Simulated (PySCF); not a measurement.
C$_{3}$H$_{4}$O (Cyclopropanone)

The calculation's input:

```
{"job": {"kind": "nmr", "xc": "PBE0", "basis": "pcSseg-2"}, "charge": 0, "multiplicity": 1}
O     -1.593358     1.780468     0.152166
C     -0.837300     0.864793     0.064380
C      0.549366     0.404110     0.050941
C     -0.653721    -0.574196    -0.109531
H      1.156732     0.603523    -0.825852
H      1.098685     0.375830     0.986280
H     -0.879835    -1.233936     0.721796
H     -0.823668    -1.006749    -1.090064
```

Launched as:

```sh
OMP_NUM_THREADS=1 python probes_run.py task.json out
```

Geometry: PBE0-D3(BJ)/def2-TZVP.

Level of theory: PBE0/pcSseg-2, SCF density, gas phase, non-relativistic (PySCF).

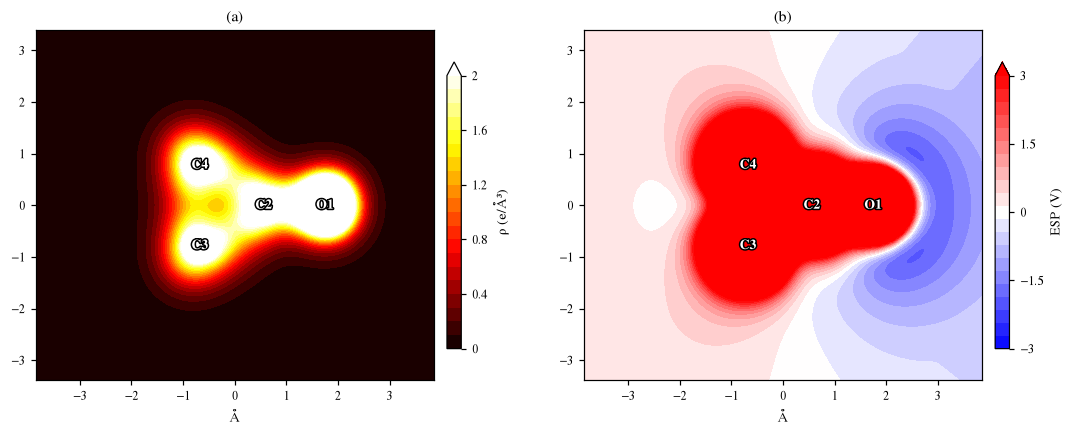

Figure 1. (a) total electron density; (b) electrostatic potential on the plane of atoms C2, C3 and C4.

### Describe what can be read from this map.

- Atoms in the plane: O and C.
- C–O (1.19 Å): ρ is about 3.5 e/Å³ halfway.
- C–C (1.46 Å): ρ is about 1.8 e/Å³ halfway.
- C–C (1.56 Å): the density is about 1.5 e/Å³ at the midpoint.
- Outside the dense part of the molecule the potential is most negative (−1.9 V) near O1.

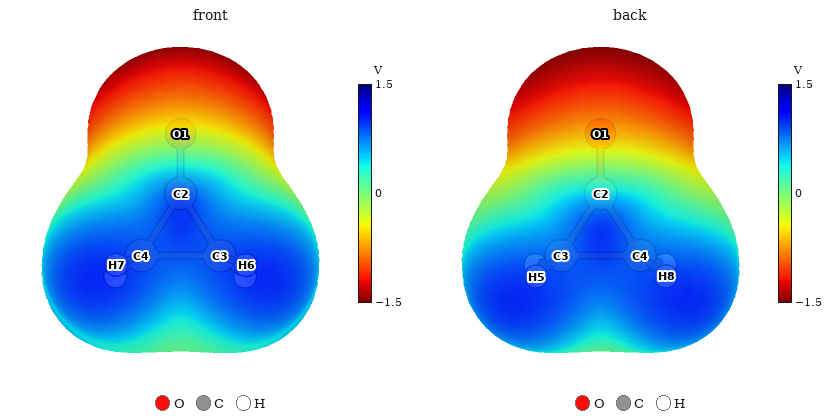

Figure 2. The molecular electrostatic potential painted on the density surface at 0.001 e/bohr³, seen from the front and from behind; red is negative and blue positive.

### Which sites attract a positive test charge, and which a negative one?

A positive charge is drawn to the negative regions and a negative charge to the positive ones. The most negative region (about −1.4 V, or −32 kcal/mol for a unit charge) lies over O1, the most positive (about +1.0 V, or +23 kcal/mol for a unit charge) over the C and H atoms. O1 is the likeliest acceptor of a hydrogen bond.

### How polar is the molecule by this calculation?

Its dipole moment is 3.00 D.
